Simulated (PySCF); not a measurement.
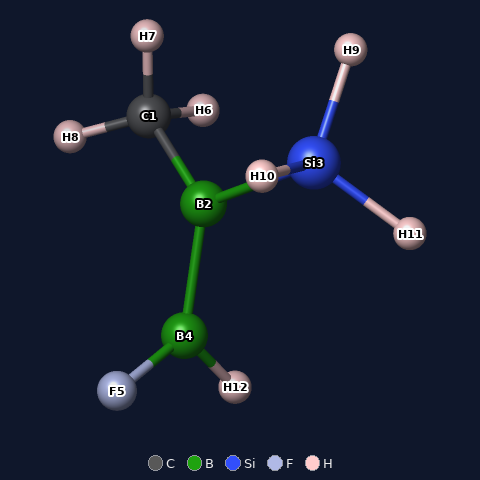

Geometry used (CH₇B₂FSi, SMILES CB([SiH3])BF).

GIAO shifts, PBE0/IGLO-III in PySCF 2.14.0, at a PBE0-D3(BJ)/def2-SVP geometry (no frequency check), against TMS for ¹H, TMS for ¹³C and BF₃.OEt₂ for ¹¹B computed at the same level. Gas phase, fully decoupled, line heights follow the number of nuclei, widths are arbitrary (no quadrupolar broadening); values of one conformer, averaged over methyl-type rotors and exact or near symmetry; other conformers aren't averaged in.

Q: How many ¹H lines appear, and where?

A: 3 signals.


| δ (ppm) | nuclei | atoms |
| --- | --- | --- |
| 6.81 | 1 | H12 |
| 3.84 | 3 | H9, H10, H11 |
| 2.00 | 3 | H6, H7, H8 |

Q: Predict the ¹³C spectrum.

A: 1 signal.


| δ (ppm) | nuclei | atoms |
| --- | --- | --- |
| 23.8 | 1 | C1 |

Q: Predict the ¹¹B spectrum.

A: 2 signals.


```tsv
δ (ppm)	nuclei	atoms
127.5	1	B2
72.9	1	B4
```

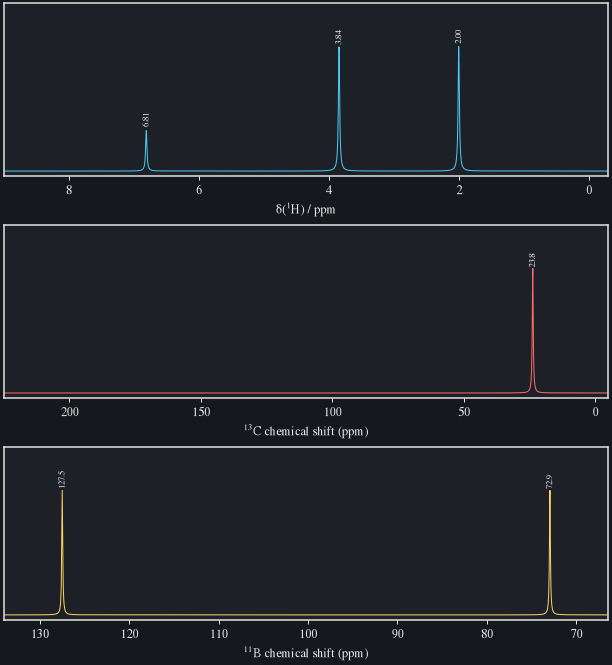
